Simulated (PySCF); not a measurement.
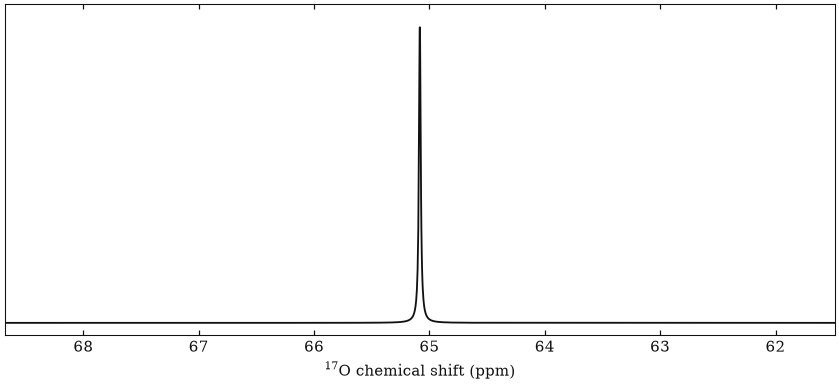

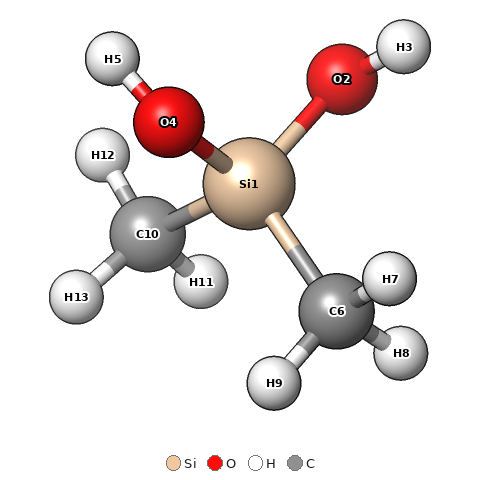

Spectrum and numbered structure of C₂H₈O₂Si (Si(OH)2Me2), SMILES C[Si](C)(O)O. GIAO shifts, ωB97X-D/pcSseg-1 in PySCF 2.14.0, at a PBE0-D3(BJ)/def2-SVP geometry (no frequency check), against H₂O for ¹⁷O computed at the same level (¹⁷O: a single water molecule, while the usual scale starts at liquid water and gives values some tens of ppm lower). Gas phase, fully decoupled, line heights follow the number of nuclei, widths are arbitrary (no quadrupolar broadening); values of one conformer, averaged over methyl-type rotors and exact or near symmetry.

Where does the ¹⁷O line lie?

Answer. At 65.1 ppm (O2 and O4).
